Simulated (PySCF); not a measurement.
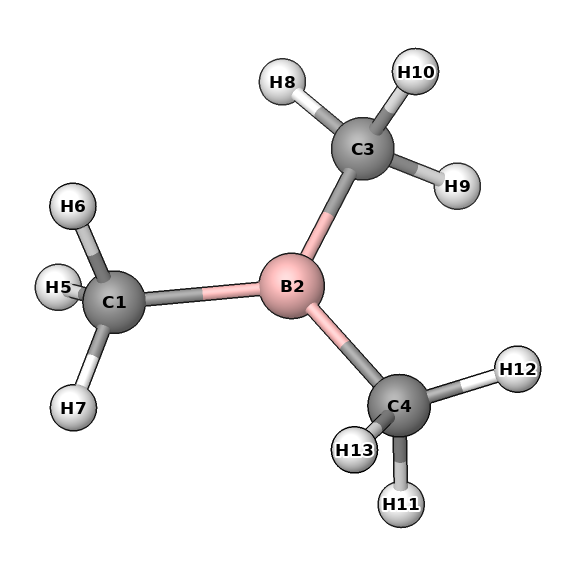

The geometry was computed by an optimisation with PBE0-D3(BJ)/def2-SVP. No frequency run is at hand to confirm it as a minimum. Electric field gradients from the ground-state density, PBE0/def2-SVP (PySCF 2.14.0), non-relativistic apart from any core potentials.

Give the largest field-gradient component, the quadrupole coupling constant and the asymmetry for 11B at B2 (Q = 40.59 mb).

```json
{"atom": "B2", "V_zz (a.u.)": "0.531", "e²qQ/h (MHz)": "5.07", "η": "0.00"}
```
